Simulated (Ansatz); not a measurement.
Calculation: PBE (plane waves to 420 eV, PAW; Ansatz, a first-principles code).

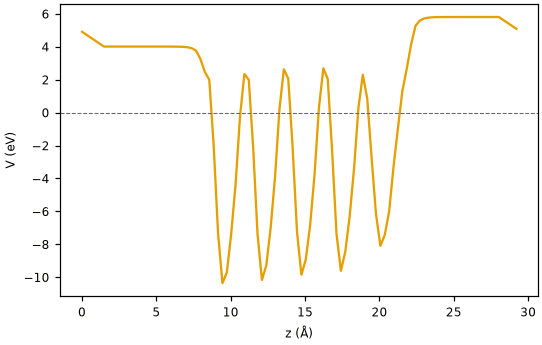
Figure. Electrostatic potential energy of an electron, averaged over planes parallel to the surface, in eV from the highest filled level, for a constructed model of the (0001) surface of wurtzite ZnO, Zn-terminated, 2x2 O adatom at H3 (bottom of the slab: 2 H on 4 bottom sites)

Slab: 43 atoms, 13.2 Å thick at the start with caps and adatoms (thin: gaps and levels are the slab's own); k 4x4x1, smearing 0.025 eV, dipole-corrected; 8 atoms held, the rest relaxed; symmetry of the start imposed; no spin, no spin-orbit, no U. It is one candidate, not shown to be the stable structure of the face.

### Question
The surface cell has an area of 37.26 Å². What dipole along the normal does the step between the two vacuum levels imply?

### Answer
the top vacuum level lies 1.79 eV above the bottom one; p = −ε₀ A ΔV (ε₀ = 0.005526 e/(V·Å)) gives -0.37 e·Å a cell.
